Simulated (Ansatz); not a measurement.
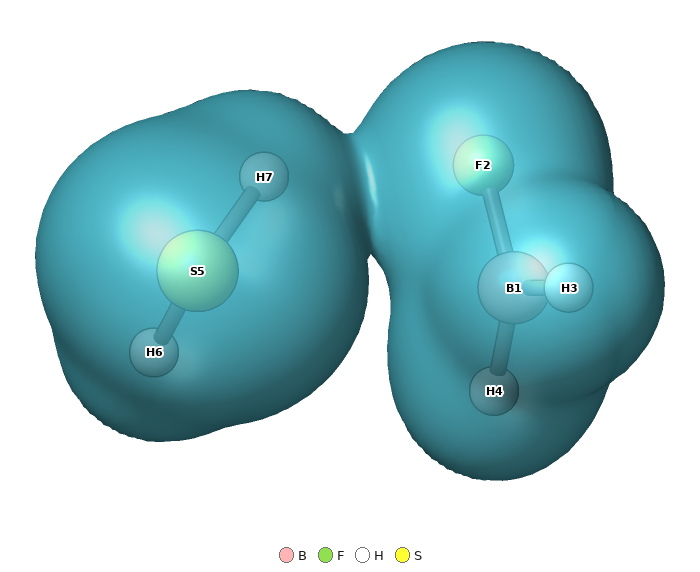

*BFH$_{2}$···H$_{2}$S. Isosurface of the electron density at 0.08 e/Å³ (cyan), seen across its widest extent.*

Not at a stationary point (largest force 1.2 eV/Å).

Level of theory: RHF/def2-SVP (Ansatz).

The calculation's input:

```
crystal:
  periodic: [false, false, false]
  atoms:
    - { symbol: B, position_ang: [0.0, 0.0, 0.0] }
    - { symbol: F, position_ang: [0.0, 0.0, 1.67] }
    - { symbol: H, position_ang: [1.0305, 0.0, -0.595] }
    - { symbol: H, position_ang: [-1.0305, 0.0, -0.595] }
    - { symbol: S, position_ang: [0.0915, -2.0763, 0.6906] }
    - { symbol: H, position_ang: [-0.666, -2.8867, -0.1635] }
    - { symbol: H, position_ang: [0.047, -1.0665, 1.6601] }
basis:
  gaussian: { orbitals: def2-SVP }
hamiltonian:
  xc: hf
relax:
  f_tol: 0.15
  max_steps: 25
  restrain:
    - { distance: [0, 4], at: 3.09, k: 30.0 }
    - { distance: [6, 1], at: 2.12, k: 30.0 }
    - { distance: [0, 1], at: 1.32, k: 30.0 }
    - { distance: [6, 4], at: 1.4, k: 30.0 }
output:
  orbitals: {}
```

Run with:

```sh
ansatz run input.yaml --threads 1 --pin off --max-ram 2048MiB --backend cpu --events-out ev --progress --plain --runs-dir out
```

The fields are those of the run's last geometry, not of the input's.

**How is the density connected at this value?**

At this value the surface is in one piece. It bridges the sampled F···H (2.13 Å), B–F (1.32 Å), B–H (1.20 Å) and S–H (1.33 Å) contacts, where the density stays above the isovalue. On the grid the lowest density along these lines, outside the cores, is 0.12 e/Å³ (F···H, 2.13 Å), 1.4 e/Å³ (B–F, 1.32 Å), 1.2 e/Å³ (B–H, 1.20 Å) and 1.4 e/Å³ (S–H, 1.33 Å).
